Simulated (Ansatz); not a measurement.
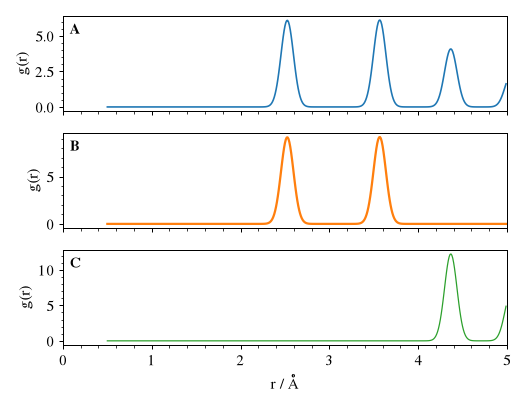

Element-resolved g(r), computed from the atomic positions of Si₃S, each distance broadened by a Gaussian of σ = 0.07 Å. It is based on coordinates from a relaxation with DFT PBE, scalar-relativistic, plane waves, PAW (Ansatz); the starting structure was generated, so it need not be a known form of this composition.

```
Si S
1.0
     5.05096    0.00000    0.00000
     0.00000    5.05096    0.00000
     0.00000    0.00000    5.05096
Si S
6 2
Direct
  0.50000 0.00000 0.00000
  0.00000 0.50000 0.00000
  0.00000 0.00000 0.50000
  0.00000 0.50000 0.50000
  0.50000 0.00000 0.50000
  0.50000 0.50000 0.00000
  0.00000 0.00000 0.00000
  0.50000 0.50000 0.50000
```

### The panels are unlabelled. Name the pair for each.

panel A is Si–Si (first distance 2.53 Å); panel B is Si–S (first distance 2.53 Å); panel C is S–S (first distance 4.37 Å).

### Give the first two coordination shells of each pair (distances closer than 0.12 Å counted as one shell; neighbours averaged over all atoms of the first element).

| pair | first shell (Å) | neighbours in it | second shell (Å) | neighbours in the second |
| --- | --- | --- | --- | --- |
| Si–Si | 2.53 | 4 Si per Si | 3.57 | 8 |
| Si–S | 2.53 | 2 S per Si | 3.57 | 4 |
| S–S | 4.37 | 8 S per S | beyond the range | – |
